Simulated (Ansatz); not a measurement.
**CHSi3 (SMILES C1=[Si]=[Si]=[Si-]1) (charge −1): density, localisation and related maps**

Input file:

```
crystal:
  periodic: [false, false, false]
  atoms:
    - {symbol: C, position_ang: [0.570335, 0.669225, -0.473373]}
    - {symbol: Si, position_ang: [2.358998, 0.246623, -0.662717]}
    - {symbol: Si, position_ang: [0.990796, -1.624327, -0.342865]}
    - {symbol: Si, position_ang: [0.101310, -0.063749, 1.156514]}
    - {symbol: H, position_ang: [-0.067450, 1.231087, -1.169010]}
basis:
  gaussian:
    orbitals: def2-TZVPD
total_charge: -1
magnetization:
  spin_polarized: false
hamiltonian:
  xc: {name: PBE0}
output: {forces: true, orbitals: {seedname: orbitals}}
```

Command:

```sh
ansatz run input.yaml --threads 1 --pin off --max-ram 2610MiB --events-out events.jsonl --progress --plain --runs-dir runs
```

Geometry: B3LYP-D3(BJ)/def2-SVPD.

Method: isolated molecule in a Gaussian basis; Kohn-Sham density functional theory, functional PBE0 in Ansatz 0.2.0.

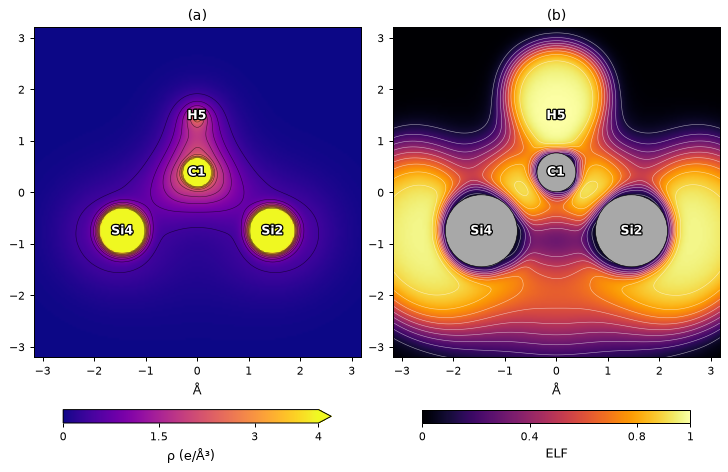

Figure 1. (a) total electron density; (b) electron localisation function on the plane of atoms Si2, C1 and H5. Grey discs cover the atomic cores in the ELF map.

Read the bonding off the picture.

Answer.
- The section cuts through C, Si and H sites.
- C–Si (1.85 Å): the density is about 0.9 e/Å³ at the midpoint; the ELF peaks at about 0.90 between the atoms: a shared electron pair.
- C–H (1.10 Å): ρ at the midpoint is about 1.9 e/Å³; the ELF climbs to about 1 towards the hydrogen, as it does in any bond to H: an ordinary covalent bond to hydrogen.
- The ELF also peaks beside Si2 and Si4, away from the bonds: lone-pair regions.

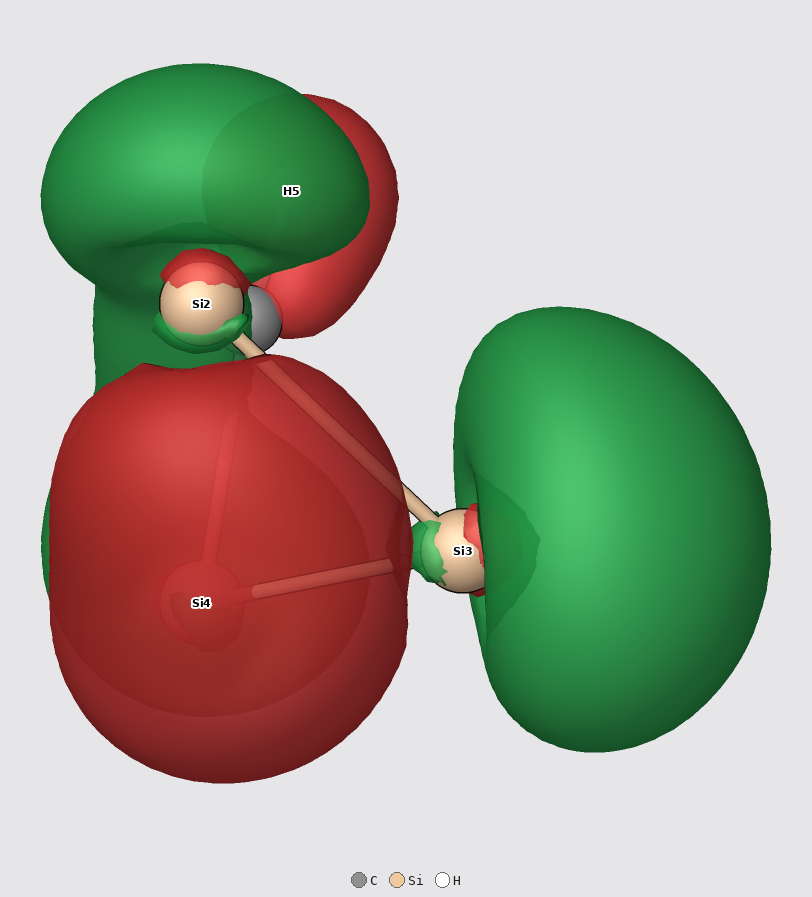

Figure 2. The HOMO−1 at ±0.1 Å⁻³ᐟ² (green and red are the two phases), seen at an oblique angle.

Where does this orbital lie, and at what energy?

Answer. It lies mainly on Si3 (about 45 %), Si2 (about 20 %), Si4 (about 20 %) and C1 (about 5 %). Its energy is −1.12 eV.
